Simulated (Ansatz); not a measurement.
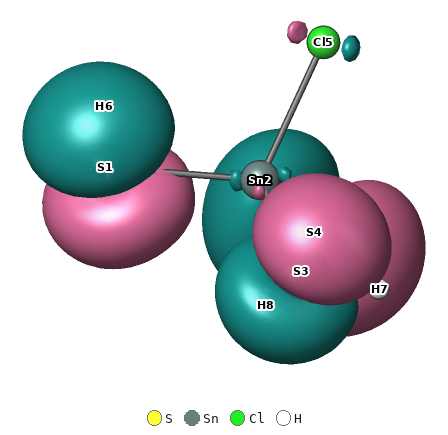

ClH3S3Sn (SMILES [SH][Sn]([SH])([SH])[Cl]). The HOMO at ±0.08 Å⁻³ᐟ² (teal and pink are the two phases), seen at an oblique angle.

Geometry: PBE0-D4/def2-TZVP; core potentials replace the inner electrons of Sn.

Theory: RKS PBE0-D4/def2-TZVPP (Ansatz).

```yaml
atoms:
  - { symbol: S, position_ang: [-1.3351, 1.5518, 1.1980] }
  - { symbol: Sn, position_ang: [0.1919, 0.2820, -0.1137] }
  - { symbol: S, position_ang: [1.9698, -0.3015, 1.3570] }
  - { symbol: S, position_ang: [-0.7616, -1.6101, -1.2087] }
  - { symbol: Cl, position_ang: [0.9390, 1.5593, -1.9043] }
  - { symbol: H, position_ang: [-2.0689, 1.8739, 0.1181] }
  - { symbol: H, position_ang: [2.3694, -1.2957, 0.5446] }
  - { symbol: H, position_ang: [-1.2124, -2.1167, -0.0468] }
```

What is the character of this orbital?

By Hirshfeld shares it lies mainly on S4 (about 40 %), S1 (about 25 %), S3 (about 20 %) and Sn2 (about 5 %); largely a combination of lone pairs on S4, S1 and S3. Its energy is −7.85 eV.
